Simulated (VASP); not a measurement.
Band structure of PdIn (CsCl type). Calculation: r2SCAN meta-GGA with spin-orbit coupling, VASP's PBE PAW potentials (set 64) (plane waves; VASP).

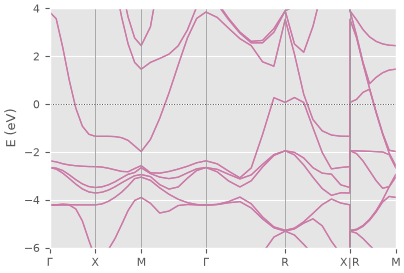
Figure: Bands along high-symmetry lines, zero at the valence-band maximum or, without a gap, the Fermi level

Problem. Read the plot: is there a gap, and where are the band edges?

Solution. It has no gap at this level: it comes out as a metal or semimetal.

The compound is PdIn in the CsCl type structure. It was relaxed first.
